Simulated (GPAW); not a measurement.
Consider AgB2 (P6/mmm).

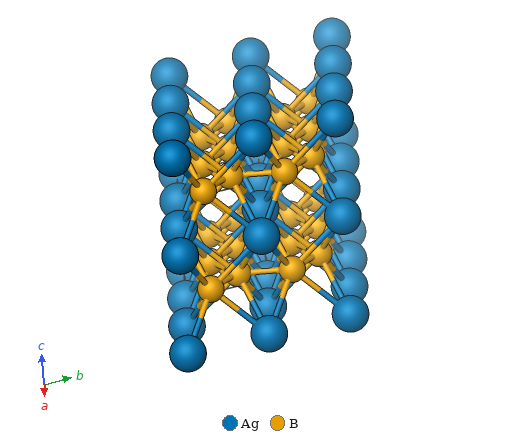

The structure (silver blue, boron orange). 3×2×2 cells are drawn. Some periodic images of atoms are drawn too.

```
Ag B
1.0
     3.00000    0.00000    0.00000
    -1.50000    2.59808    0.00000
     0.00000    0.00000    3.24000
Ag B
1 2
Direct
  0.00000 0.00000 0.00000
  0.66667 0.33333 0.50000
  0.33333 0.66667 0.50000
```

Absorber: atom 1, with 12 B at 2.37 Å (12-fold, site symmetry 6/mmm). Method: GPAW, PBE, excited-electron core hole (neutral cell), 27-atom cell with 6.1 Å between holes, 4×4×4 k points, dipole transitions, Gaussian full width 2.4 eV up to 4 eV, rising linearly to 3.5 eV at 25 eV.

Question: Predict the near-edge structure at the Ag L₃ edge.

Main maxima up to 27 eV above the zero (height): 6.8 eV (1.55) and 21.4 eV (1.86). At an L edge the dipole rule selects empty d and s states; the absorber's d shell is nominally full, so the onset shows only d character mixed into the empty bands. 

The Ag L₃ spectrum (energy from the lowest empty level; intensity scaled to a mean of 1 over the first 20 eV; polarised curves are means over the symmetry-equivalent atoms):

```
E (eV)  isotropic  ε ⊥ c  ε ∥ c
  -2.0       0.02   0.03   0.02
  -0.5       0.30   0.34   0.22
   1.0       0.85   0.99   0.58
   2.5       0.99   1.13   0.72
   4.0       1.01   1.11   0.80
   5.5       1.25   1.32   1.10
   7.0       1.55   1.51   1.63
   8.5       1.28   1.30   1.22
  10.0       0.99   1.11   0.77
  11.5       0.66   0.71   0.55
  13.0       0.58   0.60   0.53
  14.5       0.72   0.74   0.68
  16.0       0.89   0.88   0.92
  17.5       1.00   0.93   1.13
  19.0       1.23   1.13   1.42
  20.5       1.72   1.66   1.82
  22.0       1.82   1.88   1.70
  23.5       1.51   1.63   1.27
  25.0       1.35   1.47   1.12
  26.5       1.46   1.52   1.35
  28.0       1.66   1.62   1.76
```

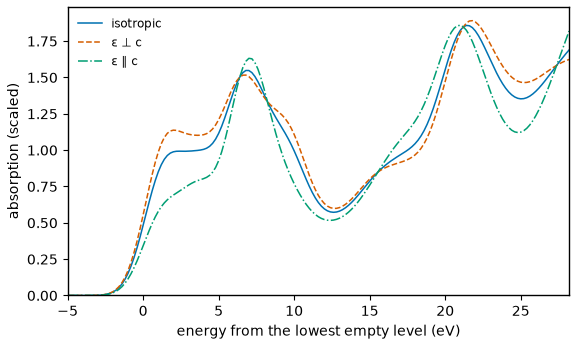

The Ag L₃ edge.

Only the L₃ part is meant: spin–orbit coupling of the core level isn't computed and the L₂ copy isn't added. The script folds with a Gaussian, whereas the core hole's own line is a Lorentzian, so the onset is too steep and the first peak too high. The holes are only 6.1 Å apart, so the shape is probably not converged with cell size; no larger cell was run here. Lifetime broadening is put in by hand, and intensities beyond about 20 eV depend on it and on the partial waves. The structure is a published determination, not relaxed.

[Banner, clock and machine lines of the logs are left out without a mark of their own.]

[Logs are printed without paths, hosts, clocks, repeated set-up lines and the standing remarks that a program may print on its own settings, such as how far it seeks lower states.]

[Hosts, paths, dates, database ids (printed as entryN), source tags and the programs' standing remarks are cut or masked in the printed files.]

[Lists of maxima count a maximum above −3 eV only where it reaches 4 % of the highest in the window and stands out from its surroundings by 2 % of it (1.5 % where it reaches 55 %); shoulders and weaker maxima are passed over, and of the rest the first, up to two pre-edge ones and the few strongest are named.]
